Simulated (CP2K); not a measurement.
# C2HClFNO (SMILES FC1N=C(Cl)O1): a first try and a second

Wanted: energy and gradient of C2HClFNO, IPEA1-xTB.

The calculation is run with CP2K 2026.2.

3 further runs of the same task are left out: 1 that didn't finish, 2 set aside as unsound or not needed.

**1. The system as given**

C2HClFNO: 7 atoms, total charge 0, spin state singlet. As SMILES, `FC1N=C(Cl)O1`. The coordinates come from a GFN2-xTB relaxation.

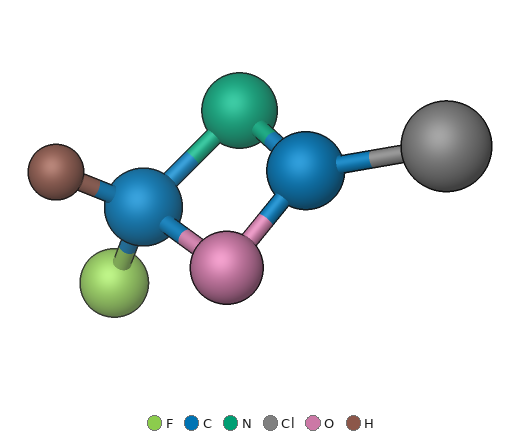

The structure, seen from a chosen angle (fluorine green, carbon blue, nitrogen teal, chlorine grey, oxygen pink, hydrogen brown).

**2. Try one**

Contents of calc.inp:

```
&GLOBAL
  PROJECT calc
  RUN_TYPE ENERGY_FORCE
  PRINT_LEVEL MEDIUM
&END
&FORCE_EVAL
  METHOD Quickstep
  &DFT
    CHARGE 1
    MULTIPLICITY 1
    &QS
      METHOD XTB
      EPS_DEFAULT 1.0E-10
      &XTB
        GFN_TYPE TBLITE
        &TBLITE
          METHOD IPEA1
        &END
        CHECK_ATOMIC_CHARGES F
      &END
    &END
    ! isolated system
    &POISSON
      PERIODIC NONE
      POISSON_SOLVER ANALYTIC
    &END
    &SCF
      SCF_GUESS ATOMIC
      EPS_SCF 1.0E-07
      MAX_SCF 150
      ADDED_MOS 8
      &DIAGONALIZATION
        ALGORITHM STANDARD
      &END
      &MIXING
        METHOD DIRECT_P_MIXING
        ALPHA 0.4
      &END
      &SMEAR ON
        METHOD FERMI_DIRAC
        ELECTRONIC_TEMPERATURE [K] 300
      &END
    &END
    &PRINT
      &MOMENTS
        PERIODIC F
        REFERENCE COM
        MAX_MOMENT 1
      &END
      &MO ON
        ENERGIES T
        OCCUPATION_NUMBERS T
        NDIGITS 6
        &EACH
          QS_SCF 0
        &END
        ADD_LAST NUMERIC
      &END
      &HIRSHFELD OFF
      &END
    &END
  &END
  &SUBSYS
    &CELL
      ABC [angstrom] 12.3 11.6 14.1
      PERIODIC NONE
    &END
    &COORD
      F     -1.340360     0.683240     1.239510
      C     -0.271340     0.018530     0.812690
      N      0.704220     0.792030     0.053000
      C      0.390570     0.012470    -0.919490
      Cl     0.933710    -0.152710    -2.469240
      O     -0.557660    -0.780040    -0.351670
      H      0.140860    -0.573510     1.635200
    &END
    &TOPOLOGY
      &CENTER_COORDINATES
      &END
    &END
  &END
  &PRINT
    &FORCES ON
    &END
  &END
&END
```

Launch:

```bash
$ OMP_NUM_THREADS=1 cp2k.psmp -i calc.inp > calc.out 2>&1
```

Log:

```text
CP2K| version string:                                       CP2K version 2026.2
[...]
 GLOBAL| Method name                                                        CP2K
[...]
 GLOBAL| Run type                                                   ENERGY_FORCE
[...]
                             - Atoms:                                          7
[...]
                             - Spherical basis functions:                     36
[...]
 Number of electrons:                                                         33
[...]
  *** SCF run converged in    29 steps ***
[...]
  Fermi energy:                                                -0.70982256355617
[...]
 TB_DIPOLE| Moment [Debye]          1.62503967      -1.08410137       0.48881787
 TB_DIPOLE| Derivative [a.u.]       0.00000000       0.00000000       0.00000000
[...]
 ENERGY| Total FORCE_EVAL ( QS ) energy [hartree]            -23.060911293565955
 FORCES| Atomic forces [hartree/bohr]
 FORCES|   Atom     x               y               z               |f|
 FORCES|      1  2.21900237E-02 -6.57876243E-03 -1.55717420E-02   2.78954551E-02
 FORCES|      2 -1.99529831E-02 -6.71288511E-04  4.23081231E-02   4.67819350E-02
 FORCES|      3 -1.59185287E-02  9.81059244E-03  1.25529622E-02   2.25216371E-02
 FORCES|      4 -1.28526272E-02 -4.85885004E-02 -4.28602383E-02   6.60532544E-02
 FORCES|      5 -7.30383640E-03  4.10278575E-03  2.41087998E-02   2.55227958E-02
 FORCES|      6  3.06970344E-02  4.19111680E-02 -1.93687187E-02   5.54436759E-02
 FORCES|      7  3.14091729E-03  1.40051090E-05 -1.16918610E-03   3.35150022E-03
 FORCES| Sum     1.38777878E-17  4.49427211E-16  5.76145034E-16
 FORCES| Total atomic force                                       7.30835489E-16
[...]
```

Run time: 0.9 s. Hardware: 1 thread of Intel Xeon 6975P-C (Granite Rapids), shared host; peak memory 0.19 GiB.

**3. What went wrong**

The run finished; that doesn't make the result usable.

Cause: the electron count doesn't fit the spin or reference typed: an even count needs an odd multiplicity, an odd count an even one. To mend it: charge 0 in place of 1. That is the species meant; for the charge typed, the multiplicity would have to change.

**4. Second attempt**

Contents of job.inp:

```
&FORCE_EVAL
    METHOD Quickstep
    &DFT
        &QS
            METHOD XTB
            EPS_DEFAULT 1.0E-10
            &XTB
                GFN_TYPE TBLITE
                &TBLITE
                    METHOD IPEA1
                &END TBLITE
                CHECK_ATOMIC_CHARGES F
            &END XTB
        &END QS
        &POISSON
            PERIODIC NONE
            POISSON_SOLVER ANALYTIC
        &END POISSON
        &SCF
            SCF_GUESS ATOMIC
            EPS_SCF 1.0E-07
            MAX_SCF 150
            ADDED_MOS 8
            &DIAGONALIZATION
                ALGORITHM STANDARD
            &END DIAGONALIZATION
            &MIXING
                METHOD DIRECT_P_MIXING
                ALPHA 0.4
            &END MIXING
            &SMEAR ON
                METHOD FERMI_DIRAC
                ELECTRONIC_TEMPERATURE [K] 300
            &END SMEAR
        &END SCF
        &PRINT
            &MOMENTS
                PERIODIC F
                REFERENCE COM
                MAX_MOMENT 1
            &END MOMENTS
            &MO ON
                ENERGIES T
                OCCUPATION_NUMBERS T
                NDIGITS 6
                &EACH
                    QS_SCF 0
                &END EACH
                ADD_LAST NUMERIC
            &END MO
            &HIRSHFELD OFF
            &END HIRSHFELD
        &END PRINT
    &END DFT
    &SUBSYS
        &CELL
            ABC 12.3 11.6 14.1
            PERIODIC NONE
        &END CELL
        &COORD
            F     -1.340360     0.683240     1.239510
            C     -0.271340     0.018530     0.812690
            N      0.704220     0.792030     0.053000
            C      0.390570     0.012470    -0.919490
            Cl     0.933710    -0.152710    -2.469240
            O     -0.557660    -0.780040    -0.351670
            H      0.140860    -0.573510     1.635200
        &END COORD
        &TOPOLOGY
            &CENTER_COORDINATES
            &END CENTER_COORDINATES
        &END TOPOLOGY
    &END SUBSYS
    &PRINT
        &FORCES ON
        &END FORCES
    &END PRINT
&END FORCE_EVAL

&GLOBAL
    PROJECT job
    RUN_TYPE ENERGY_FORCE
    PRINT_LEVEL MEDIUM
&END GLOBAL
```

Launch:

```bash
$ OMP_NUM_THREADS=1 cp2k.psmp -i job.inp > job.out 2>&1
```

Log:

```text
CP2K| version string:                                       CP2K version 2026.2
[...]
 GLOBAL| Method name                                                        CP2K
[...]
 GLOBAL| Run type                                                   ENERGY_FORCE
[...]
                             - Atoms:                                          7
[...]
                             - Spherical basis functions:                     36
[...]
 Number of electrons:                                                         34
[...]
  *** SCF run converged in    24 steps ***
[...]
  Fermi energy:                                                -0.30102491603709
[...]
 TB_DIPOLE| Moment [Debye]          0.84267037      -1.06008620       0.07165611
 TB_DIPOLE| Derivative [a.u.]       0.00000000       0.00000000       0.00000000
[...]
 ENERGY| Total FORCE_EVAL ( QS ) energy [hartree]            -23.652672559912318
 FORCES| Atomic forces [hartree/bohr]
 FORCES|   Atom     x               y               z               |f|
 FORCES|      1  1.86709428E-03  1.76351546E-03 -5.18658267E-03   5.78763057E-03
 FORCES|      2  1.17197921E-03 -5.37057003E-03  1.88657440E-02   1.96502635E-02
 FORCES|      3  2.91207064E-03  6.19130561E-03 -5.18579700E-03   8.58515644E-03
 FORCES|      4 -5.54963919E-03 -6.79275930E-03 -3.82168024E-03   9.56793153E-03
 FORCES|      5 -4.70617267E-03  8.25756853E-04  1.39346472E-02   1.47310668E-02
 FORCES|      6  5.08527379E-03  1.88073115E-03 -1.43181110E-02   1.53103057E-02
 FORCES|      7 -7.80606059E-04  1.50202025E-03 -4.28822038E-03   4.61023261E-03
 FORCES| Sum     2.86229374E-17 -2.34404510E-16 -3.64291930E-17
 FORCES| Total atomic force                                       2.38938973E-16
[...]
```

It took 0.94 s on 1 thread of Intel Xeon 6975P-C (Granite Rapids), shared host; peak memory 0.19 GiB.

**5. Outcome**

At IPEA1-xTB:

```
                                 quantity         value
                             total energy  -23.65267 Eh
dipole moment (from atomic charges alone)        1.36 D
                              HOMO energy     -12.91 eV
                              LUMO energy      -7.31 eV
                            HOMO–LUMO gap       5.59 eV
                 largest force on an atom    1.010 eV/Å
```

**Reading.** The dipole comes from point charges on the atoms alone, without atomic dipoles, so it is partial. The largest force is 1.01 eV/Å: the shape isn't a stationary point for this species at this level.
